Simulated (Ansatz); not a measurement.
# CH4ClNOSi: geometry relaxation (part 1 of 2)

- system: CH4ClNOSi
- method: RKS PBE/def2-mTZVP (Ansatz 0.2.0)

It belongs to a series of runs on one base structure; here: end point B relaxed. Figures and captions count atoms from 1; the log counts them from 0 in places.

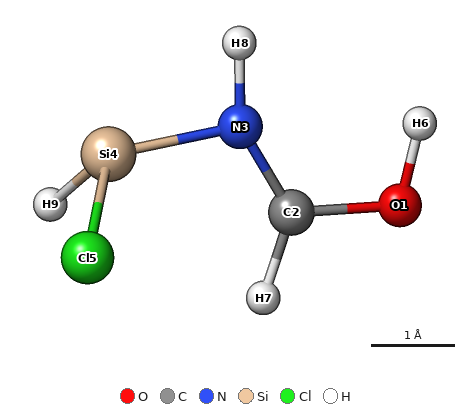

Fig. 1: The input geometry (ball-and-stick view, seen at a tilt; atoms are numbered from 1 in the order of the input).

### Input file
```yaml
crystal:
  periodic: [false, false, false]
  atoms:
    - { symbol: O, position_ang: [2.0583, 0.6942, -1.0471] }
    - { symbol: C, position_ang: [1.0276, 0.0462, -0.4686] }
    - { symbol: "N", position_ang: [-0.1002, 0.6645, -0.2853] }
    - { symbol: Si, position_ang: [-1.2185, -0.2903, 0.4965] }
    - { symbol: Cl, position_ang: [-0.7809, -0.6851, 2.4257] }
    - { symbol: H, position_ang: [1.6672, 1.6507, -1.2222] }
    - { symbol: H, position_ang: [1.3603, -0.9839, -0.2278] }
    - { symbol: H, position_ang: [-0.70663, 1.49837, -0.42138] }
    - { symbol: H, position_ang: [-1.3808, -1.5845, -0.1621] }
basis:
  gaussian: { orbitals: def2-mTZVP }
hamiltonian:
  xc: pbe
relax:
  f_tol: 0.02
  max_steps: 50
output:
  orbitals: {}
```

Launch command:
```bash
ansatz run input.yaml --threads 2 --pin off --max-ram 3072MiB --backend cpu --events-out ev --progress --plain --runs-dir out
```

### Output
```
The last accepted step is kept in [file] (removed where the run ends without a failure and the disk answers)
Engine: ansatz 0.2.0, x86_64-unknown-linux-gnu
Functional definition: PBE
  parameter kappa = 0.804
  parameter beta = 0.06672455060314922
  exchange = pbe_x(kappa = kappa, mu = beta*pi^2/3)
  correlation = pbe_c(beta = beta)
1093 factors; their error is unknown
mean field evaluation 1: about -24996.2840 eV, gradient 1.0e2 eV
mean field evaluation 2: about -24591.6976 eV, gradient 3.1e2 eV
mean field evaluation 4: about -25007.9830 eV, gradient 8.7e1 eV
mean field evaluation 8: about -25023.7429 eV, gradient 1.0e1 eV
mean field evaluation 16: about -25024.2634 eV, gradient 1.4e-2 eV
mean field -25024.23629102 eV, -919.6237216585 hartree, gradient 1.2e-5 eV, S^2 0.000000; 1 other end points of the search recorded, 0 dependent functions left out
the calculation of the forces begins
reference -25024.23633049 eV, -919.6237231089 hartree; 28, 28 occupied and 90, 90 virtual orbitals, 1093 factors
relax step   1: F+E_penalty+E_count = -25024.23629102 eV  Δ(F+E_penalty+E_count) = +0.000e0 eV  max|allowed force component| = 7.155e0 eV/Å  Δτ_max = 0.0000 Å  (108 SCF iters, accepted)
these checks for a lower state are left out or cut short: starts, cluster_reference, orbital_swaps, neighbouring_geometries, increment
1093 factors; their error is unknown
mean field evaluation 32: about -25025.3143 eV, gradient 1.2e1 eV
mean field -25025.84674456 eV, -919.6829047346 hartree, gradient 1.9e-5 eV, S^2 0.000000; 1 other end points of the search recorded, 0 dependent functions left out
[... from here on the field's lines of each further geometry are left out, up to the last ...]
relax step   2: F+E_penalty+E_count = -25025.84674456 eV  Δ(F+E_penalty+E_count) = -1.610e0 eV  max|allowed force component| = 3.982e0 eV/Å  Δτ_max = 0.1981 Å  (51 SCF iters, accepted)
relax step   3: F+E_penalty+E_count = -25026.73884827 eV  Δ(F+E_penalty+E_count) = -8.921e-1 eV  max|allowed force component| = 1.382e0 eV/Å  Δτ_max = 0.1948 Å  (38 SCF iters, accepted)
relax step   4: F+E_penalty+E_count = -25027.02045650 eV  Δ(F+E_penalty+E_count) = -2.816e-1 eV  max|allowed force component| = 4.829e-1 eV/Å  Δτ_max = 0.2000 Å  (31 SCF iters, accepted)
relax step   5: F+E_penalty+E_count = -25027.08558252 eV  Δ(F+E_penalty+E_count) = -6.513e-2 eV  max|allowed force component| = 4.615e-1 eV/Å  Δτ_max = 0.1946 Å  (32 SCF iters, accepted)
relax step   6: F+E_penalty+E_count = -25027.10758429 eV  Δ(F+E_penalty+E_count) = -2.200e-2 eV  max|allowed force component| = 1.290e-1 eV/Å  Δτ_max = 0.0770 Å  (31 SCF iters, accepted)
relax step   7: F+E_penalty+E_count = -25027.12057637 eV  Δ(F+E_penalty+E_count) = -1.299e-2 eV  max|allowed force component| = 1.048e-1 eV/Å  Δτ_max = 0.0783 Å  (31 SCF iters, accepted)
relax step   8: F+E_penalty+E_count = -25027.13787088 eV  Δ(F+E_penalty+E_count) = -1.729e-2 eV  max|allowed force component| = 2.648e-1 eV/Å  Δτ_max = 0.1950 Å  (31 SCF iters, accepted)
relax step   9: F+E_penalty+E_count = -25027.14472073 eV  Δ(F+E_penalty+E_count) = -6.850e-3 eV  max|allowed force component| = 3.463e-1 eV/Å  Δτ_max = 0.0847 Å  (31 SCF iters, accepted)
relax step  10: F+E_penalty+E_count = -25027.15193601 eV  Δ(F+E_penalty+E_count) = -7.215e-3 eV  max|allowed force component| = 2.924e-1 eV/Å  Δτ_max = 0.0999 Å  (32 SCF iters, accepted)
relax step  11: F+E_penalty+E_count = -25027.15141832 eV  Δ(F+E_penalty+E_count) = +5.177e-4 eV  max|allowed force component| = 3.791e-1 eV/Å  Δτ_max = 0.0373 Å  (32 SCF iters, rejected (line search))
relax step  12: F+E_penalty+E_count = -25027.15639799 eV  Δ(F+E_penalty+E_count) = -4.462e-3 eV  max|allowed force component| = 1.381e-1 eV/Å  Δτ_max = 0.0182 Å  (34 SCF iters, accepted)
relax step  13: F+E_penalty+E_count = -25027.15694828 eV  Δ(F+E_penalty+E_count) = -5.503e-4 eV  max|allowed force component| = 9.506e-2 eV/Å  Δτ_max = 0.0446 Å  (33 SCF iters, accepted)
relax step  14: F+E_penalty+E_count = -25027.15801164 eV  Δ(F+E_penalty+E_count) = -1.063e-3 eV  max|allowed force component| = 2.491e-2 eV/Å  Δτ_max = 0.0263 Å  (33 SCF iters, accepted)
relax step  15: F+E_penalty+E_count = -25027.15800172 eV  Δ(F+E_penalty+E_count) = +9.913e-6 eV  max|allowed force component| = 4.281e-2 eV/Å  Δτ_max = 0.0080 Å  (34 SCF iters, rejected (line search))
the calculation of the forces begins
reference -25027.15811923 eV, -919.7310968646 hartree; 28, 28 occupied and 90, 90 virtual orbitals, 1093 factors
relax step  16: F+E_penalty+E_count = -25027.15808090 eV  Δ(F+E_penalty+E_count) = -6.926e-5 eV  max|allowed force component| = 3.770e-3 eV/Å  Δτ_max = 0.0039 Å  (25 SCF iters, accepted)
1093 factors; their error is unknown
mean field evaluation 160: about -25027.1581 eV, gradient 7.7e-5 eV
```

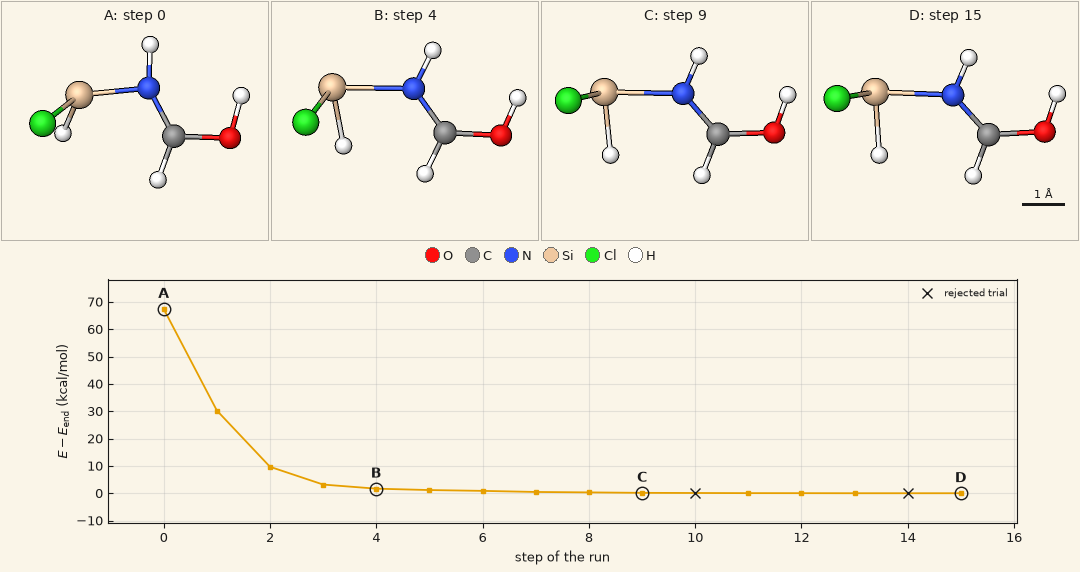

Fig. 2: Frames of the relaxation (ball-and-stick view, seen on its broad side) above the curves, on which the letters mark them (the first geometry is step 0 here and step 1 in the log).

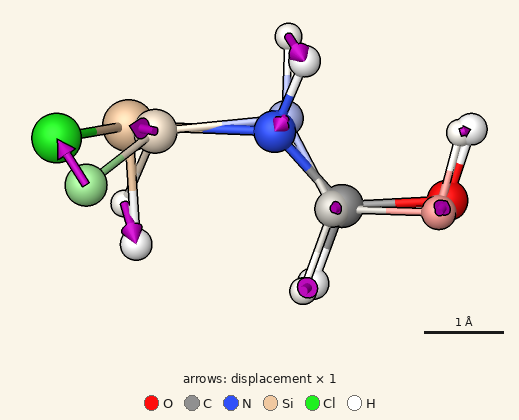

Fig. 3: Start (faint) and end (solid) with the displacements as pink arrows, at true length (ball-and-stick view, seen on its broad side). The two geometries are laid on each other by the best rigid fit. The energy falls by 67.4 kcal/mol in 15 geometry steps. Largest force component: 7.2 eV/Å at the start, 0.0038 eV/Å at the end. The line search rejected the trial steps at points 10, 14 (counted from 0) and went back. The largest moves after the best rigid fit, 0.71 Å, are those of Cl5 and H8. By element the largest moves are Cl 0.71 Å, H 0.71 Å, Si 0.49 Å, O 0.29 Å, N 0.29 Å, C 0.17 Å. Among the contacts that change: N3–Si4 1.665 → 1.963 Å, Si4–Cl5 2.017 → 2.178 Å, Si4–H9 1.461 → 1.544 Å, O1–H6 1.048 → 0.981 Å. Among the angles that change: C2–N3–H8 150.4° → 116.9°, N3–Si4–H9 111.8° → 88.4°, N3–Si4–Cl5 114.6° → 95.7°. (Atoms are counted from 1 in the order of the input.)

```
mean field -25027.15808090 eV, -919.7310954559 hartree, gradient 2.5e-5 eV, S^2 0.000000; 1 other end points of the search recorded, 0 dependent functions left out
the calculation of the forces begins
reference -25027.15811923 eV, -919.7310968646 hartree; 28, 28 occupied and 90, 90 virtual orbitals, 1093 factors
Total energy: -25027.15811923 eV, -919.7310968646 hartree
Atom 0 at     1.940428     0.788549    -1.335786 Å, force     0.002362    -0.001591    -0.002556 eV/Å
Atom 1 at     1.025888     0.084907    -0.650381 Å, force    -0.000504     0.003770     0.000679 eV/Å
Atom 2 at    -0.019813     0.530739    -0.032909 Å, force     0.001555     0.003034    -0.000030 eV/Å
Atom 3 at    -1.633689    -0.498450     0.401735 Å, force    -0.000027    -0.000566     0.001677 eV/Å
Atom 4 at    -1.367950    -0.412577     2.561410 Å, force    -0.002117     0.001075    -0.001377 eV/Å
Atom 5 at     1.729805     1.746662    -1.327326 Å, force    -0.001944     0.000019     0.001783 eV/Å
Atom 6 at     1.208932    -0.990795    -0.681660 Å, force     0.000800    -0.002417    -0.002599 eV/Å
Atom 7 at    -0.125478     1.550409     0.026679 Å, force    -0.000313    -0.002165     0.001319 eV/Å
Atom 8 at    -0.831752    -1.789273     0.125960 Å, force     0.000189    -0.001160     0.001104 eV/Å
Dipole moment:     0.888166     0.698597    -0.860680 e Å
```

### Trajectory as extended XYZ (Å, eV, eV/Å), 16 frames, from step=1 to step=16
```
9
Properties=species:S:1:pos:R:3:forces:R:3 step=1 energy=-25024.23629
O     2.0583    0.6942   -1.0471   -0.9493   2.1616  -1.2511
C     1.0276    0.0462   -0.4686    2.9360   1.3097  -1.4309
N    -0.1002    0.6645   -0.2853    1.3491   0.5046   0.9506
Si   -1.2185   -0.2903    0.4965   -7.1550  -1.3724   0.4822
Cl   -0.7809   -0.6851    2.4257    1.0065  -0.2354   1.5806
H     1.6672    1.6507   -1.2222    1.4150  -2.0645   0.2205
H     1.3603   -0.9839   -0.2278   -1.0685   0.4212   0.3858
H    -0.7066    1.4984   -0.4214    1.5284   0.3255  -0.5701
H    -1.3808   -1.5845   -0.1621    0.9379  -1.0502  -0.3676
9
Properties=species:S:1:pos:R:3:forces:R:3 step=2 energy=-25025.84674
O     2.0383    0.6871   -1.1322   -0.9107   0.7755  -0.0584
C     1.0420    0.0706   -0.4449    0.9637   2.0208  -1.3583
N    -0.0951    0.6769   -0.1913    1.2287  -0.8251   0.7287
Si   -1.4118   -0.2831    0.4538   -3.9822  -1.2927   0.6519
Cl   -0.7535   -0.6883    2.4269    0.3462  -0.0235   0.3949
H     1.7148    1.6367   -1.2427    0.7363  -1.0019  -0.1189
H     1.3262   -0.9627   -0.2030   -0.6906   0.2261   0.3357
H    -0.6439    1.5289   -0.4051    1.5837   0.3416  -0.4710
H    -1.2906   -1.6560   -0.1737    0.7249  -0.2209  -0.1046
9
Properties=species:S:1:pos:R:3:forces:R:3 step=3 energy=-25026.73885
O     2.0260    0.7074   -1.1588   -0.4687  -0.5573   0.2915
C     1.0405    0.0928   -0.4707   -0.1876   1.3817  -0.2666
N    -0.0932    0.6430   -0.1236    0.3045  -0.4341  -0.3059
Si   -1.6047   -0.3102    0.4555   -1.0360  -1.0248   0.3738
Cl   -0.7463   -0.6865    2.4271   -0.0701  -0.0290   0.1392
H     1.7409    1.6309   -1.2809    0.1607   0.4047  -0.2577
H     1.2911   -0.9334   -0.1876   -0.2526   0.0702   0.0568
H    -0.5229    1.5491   -0.3968    1.3663  -0.0906  -0.1193
H    -1.2049   -1.6829   -0.1766    0.1837   0.2791   0.0882
9
Properties=species:S:1:pos:R:3:forces:R:3 step=4 energy=-25027.02046
O     1.9862    0.6962   -1.1807    0.1117  -0.0859   0.1356
C     1.0173    0.1328   -0.4530    0.2374  -0.0418  -0.2843
N    -0.1143    0.6416   -0.1228   -0.4257   0.2818   0.1104
Si   -1.6559   -0.3946    0.4422   -0.4829  -0.2646   0.1639
Cl   -0.7980   -0.6983    2.4264   -0.0759  -0.0690   0.1558
H     1.7460    1.6214   -1.3803    0.0379   0.2331  -0.1740
H     1.2473   -0.8865   -0.1463    0.0072  -0.1198  -0.0465
H    -0.3533    1.6224   -0.3202    0.3609  -0.1317  -0.0938
H    -1.1489   -1.7249   -0.1775    0.2295   0.1979   0.0329
9
Properties=species:S:1:pos:R:3:forces:R:3 step=5 energy=-25027.08558
O     1.9881    0.7032   -1.1796   -0.0370  -0.0353   0.0429
C     0.9919    0.1198   -0.5025    0.0490   0.0035   0.0489
N    -0.1370    0.6283   -0.1467    0.0293   0.3069   0.0813
Si   -1.7088   -0.4079    0.4939    0.2280  -0.4615  -0.1028
Cl   -0.9147   -0.7376    2.5170   -0.0540   0.0917  -0.0726
H     1.7692    1.6345   -1.3965   -0.0029   0.0272  -0.0215
H     1.2094   -0.9142   -0.2280   -0.0032  -0.0431  -0.1262
H    -0.2955    1.6265   -0.3279    0.0570  -0.0160  -0.0182
H    -0.9761   -1.6425   -0.1420   -0.2661   0.1265   0.1682
```
